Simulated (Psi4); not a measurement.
**CH2NOSi (SMILES O=C=N[SiH2]) at UTPSSh/6-311+G(d,p)**

Aim: the vertical electron affinity of CH2NOSi at UTPSSh/6-311+G**, from 2 runs. The job is set up through a Python script.

The results are computed with Psi4 1.11.

1 further run of the same task is left out (set aside as unsound or not needed).

**1. The molecule**

The species is CH2NOSi (6 atoms), meant as a doublet with charge 0. SMILES: `O=C=N[SiH2]`. Geometry: relaxed at PBE0-D4/def2-TZVP.

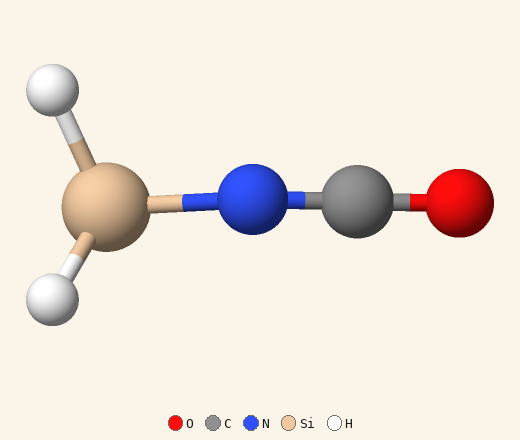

Viewed from a chosen angle; oxygen red, carbon grey, nitrogen blue, silicon light orange, hydrogen white.

**2. Energy and forces at UTPSSh/6-311+G(d,p)**

calc.py reads:

```python
import psi4

psi4.set_memory('1600 MB')
psi4.set_num_threads(1)
psi4.set_output_file('ch2nosi.out', False)

molecule = psi4.geometry("""
0 2
O      1.089700    -2.025700     1.610400
C      0.648500    -1.177800     0.945400
N      0.216300    -0.284900     0.279200
Si    -0.683300     0.591600    -0.875300
H      0.261300     1.214200    -1.839100
H     -1.490500     1.618700    -0.166800
symmetry c1
no_reorient
no_com
""")

options = {'basis': '6-311+G**', 'reference': 'uks', 'puream': True, 'e_convergence': 1e-09, 'd_convergence': 1e-08, 'scf_type': 'pk', 'dft_radial_points': 99, 'dft_spherical_points': 590, 'maxiter': 200}
psi4.set_options(options)

e, wfn = psi4.gradient('tpssh', molecule=molecule, return_wfn=True)
psi4.oeprop(wfn, 'MAYER_INDICES', 'DIPOLE', 'LOWDIN_CHARGES', title='TPSSH')
print('gradient / Eh bohr^-1')
print(e.np.round(6))
print(f'energy = {wfn.energy():.10f} Eh')
```

On the command line:

```sh
$ python calc.py
```

ch2nosi.out, shortened:

```text
[...]
  Running in c1 symmetry.
[...]
  Nuclear repulsion =  130.138313311121237
[...]
  Multiplicity = 2
[...]
  Nalpha       = 19
  Nbeta        = 18
[...]
    Number of basis functions: 108
[...]
   @UKS iter   1:  -458.54342607019947   -2.50030e-01   8.17202e-03 DIIS/ADIIS
[...]
   @UKS iter  15:  -458.84034177402816   -1.13687e-12   1.72332e-09 DIIS
[...]
   @S^2 Observed:                7.520847510E-01
[...]
    Orbital Energies [Eh]
    ---------------------
    Alpha Occupied:
       1A    -66.017600     2A    -19.106532     3A    -14.276077
       4A    -10.251895     5A     -5.255300     6A     -3.606213
       7A     -3.603144     8A     -3.600106     9A     -1.096605
      10A     -0.930254    11A     -0.619408    12A     -0.497159
      13A     -0.461580    14A     -0.458100    15A     -0.448282
      16A     -0.373382    17A     -0.329466    18A     -0.298204
      19A     -0.217793
    Alpha Virtual:
      20A     -0.022515    21A     -0.001271    22A      0.003491
      23A      0.012489    24A      0.028667    25A      0.032391
[...]
  @UKS Final Energy:  -458.84034177402816
   => Energetics <=
    Nuclear Repulsion Energy =            130.1383133111212373
    One-Electron Energy =                -889.0526990781031600
    Two-Electron Energy =                 338.5964048981319365
    DFT Exchange-Correlation Energy =     -38.5223609051781466
    Empirical Dispersion Energy =           0.0000000000000000
    VV10 Nonlocal Energy =                  0.0000000000000000
    Total Energy =                       -458.8403417740281611
[...]
  -Total Gradient:
     Atom            X                  Y                   Z
    ------   -----------------  -----------------  -----------------
       1       -0.006509996221     0.012346819313    -0.009779538761
       2        0.000715732402    -0.001729398444     0.001170681164
       3        0.001649188626    -0.006047623342     0.003164641087
       4        0.004358442366    -0.004484692570     0.005687999445
       5       -0.000018720477    -0.000053756231    -0.000202766408
       6       -0.000192111697    -0.000031266799    -0.000038264444
[...]
 Multipole Moments:
 ------------------------------------------------------------------------------------
     Multipole            Electronic (a.u.)      Nuclear  (a.u.)        Total (a.u.)
 ------------------------------------------------------------------------------------
 L = 1.  Multiply by 2.5417464519 to convert [e a0] to [Debye]
 Dipole X            :         -6.6665115            6.2876857           -0.3788258
 Dipole Y            :         27.1718187          -26.7422703            0.4295484
 Dipole Z            :        -12.3109195           11.8105993           -0.5003201
 Magnitude           :                                                    0.7604874
[...]
```

The script printed:

```text
gradient / Eh bohr^-1
[[-6.5100e-03  1.2347e-02 -9.7800e-03]
 [ 7.1600e-04 -1.7290e-03  1.1710e-03]
 [ 1.6490e-03 -6.0480e-03  3.1650e-03]
 [ 4.3580e-03 -4.4850e-03  5.6880e-03]
 [-1.9000e-05 -5.4000e-05 -2.0300e-04]
 [-1.9200e-04 -3.1000e-05 -3.8000e-05]]
energy = -458.8403417740 Eh
```

It took 1.7 min on 1 thread of Intel Xeon Platinum 8223CL at 3.00GHz (Skylake/Cascade Lake), shared host; peak memory 0.6 GiB.

**3. The singlet anion, same level**

run.py reads:

```python
import psi4

psi4.set_memory('1600 MB')
psi4.set_num_threads(1)
psi4.set_output_file('ch2nosi.out', False)

m = psi4.geometry("""
-1 1
O      1.089700    -2.025700     1.610400
C      0.648500    -1.177800     0.945400
N      0.216300    -0.284900     0.279200
Si    -0.683300     0.591600    -0.875300
H      0.261300     1.214200    -1.839100
H     -1.490500     1.618700    -0.166800
symmetry c1
no_reorient
no_com
""")

psi4.set_options({
    'basis': '6-311+G**',
    'reference': 'rks',
    'puream': True,
    'e_convergence': 1e-09,
    'd_convergence': 1e-08,
    'scf_type': 'pk',
    'dft_radial_points': 99,
    'dft_spherical_points': 590,
})

E, wfn = psi4.gradient("tpssh", return_wfn=True)
psi4.oeprop(wfn, "DIPOLE", "MULLIKEN_CHARGES", "QUADRUPOLE", title="TPSSH")
print('gradient / Eh bohr^-1')
print(E.np.round(6))
print(f'energy = {wfn.energy():.10f} Eh')
```

On the command line:

```sh
$ python run.py
```

ch2nosi.out, shortened:

```text
[...]
  Running in c1 symmetry.
[...]
  Nuclear repulsion =  130.138313311121237
[...]
  Multiplicity = 1
[...]
  Nalpha       = 19
  Nbeta        = 19
[...]
    Number of basis functions: 108
[...]
   @RKS iter   1:  -458.48360224522219   -1.90206e-01   8.88571e-03 ADIIS/DIIS
[...]
   @RKS iter  13:  -458.88152242983921   -1.42109e-12   2.81639e-09 DIIS
[...]
  @RKS Final Energy:  -458.88152242983921
   => Energetics <=
    Nuclear Repulsion Energy =            130.1383133111212373
    One-Electron Energy =                -896.7838035553299960
    Two-Electron Energy =                 346.4859011673605096
    DFT Exchange-Correlation Energy =     -38.7219333529909591
    Empirical Dispersion Energy =           0.0000000000000000
    VV10 Nonlocal Energy =                  0.0000000000000000
    Total Energy =                       -458.8815224298392081
[...]
  -Total Gradient:
     Atom            X                  Y                   Z
    ------   -----------------  -----------------  -----------------
       1       -0.022918219539     0.048268992168    -0.035564391416
       2        0.022077793856    -0.053836747112     0.036012967251
       3       -0.026448082187     0.016479727091    -0.031666057084
       4        0.048154518896     0.015668083662     0.046683782648
       5       -0.011865742739    -0.012949796576    -0.006363148194
       6       -0.008997990579    -0.013629695561    -0.009100764740
[...]
 Multipole Moments:
 ------------------------------------------------------------------------------------
     Multipole            Electronic (a.u.)      Nuclear  (a.u.)        Total (a.u.)
 ------------------------------------------------------------------------------------
 L = 1.  Multiply by 2.5417464519 to convert [e a0] to [Debye]
 Dipole X            :         -5.3939110            6.2876857            0.8937747
 Dipole Y            :         27.0429473          -26.7422703            0.3006770
 Dipole Z            :        -10.9143261           11.8105993            0.8962732
 Magnitude           :                                                    1.3009787
 L = 2.  Multiply by 1.3450342976 to convert [e a0^2] to [Debye ang]
 Quadrupole XX       :       -108.0797116           75.6238487          -32.4558629
 Quadrupole XY       :        110.6257827         -108.6610571            1.9647257
[...]
```

On the terminal:

```text
gradient / Eh bohr^-1
[[-0.022918  0.048269 -0.035564]
 [ 0.022078 -0.053837  0.036013]
 [-0.026448  0.01648  -0.031666]
 [ 0.048155  0.015668  0.046684]
 [-0.011866 -0.01295  -0.006363]
 [-0.008998 -0.01363  -0.009101]]
energy = -458.8815224298 Eh
```

Run time: 67 s. Hardware: 1 thread of Intel Xeon Platinum 8223CL at 3.00GHz (Skylake/Cascade Lake), shared host; peak memory 0.59 GiB.

**4. What came out**

At UTPSSh/6-311+G**:

```
                                                            quantity          value
                                       doublet CH2NOSi: total energy  -458.84034 Eh
                                      doublet CH2NOSi: dipole moment         1.93 D
                 doublet CH2NOSi: HOMO energy (highest over α and β)       -5.93 eV
                  doublet CH2NOSi: LUMO energy (lowest over α and β)       -3.36 eV
                                               doublet CH2NOSi: ⟨S²⟩          0.752
                           doublet CH2NOSi: largest force on an atom     0.876 eV/Å
                                         singlet anion: total energy  -458.88152 Eh
                                          singlet anion: HOMO energy        1.04 eV
                                          singlet anion: LUMO energy        3.47 eV
singlet anion: HOMO–LUMO gap (to an unbound level, set by the basis)        2.43 eV
                             singlet anion: largest force on an atom     3.542 eV/Å
                   vertical electron affinity (to the singlet anion)       1.121 eV
```

At fixed nuclei the extra electron is bound by 1.12 eV (26 kcal/mol). The largest force (doublet CH2NOSi) is 0.88 eV/Å: the shape isn't a stationary point for this species at this level. The HOMO (singlet anion) lies at positive energy, 1.04 eV; only total energies tell whether the electron is bound.
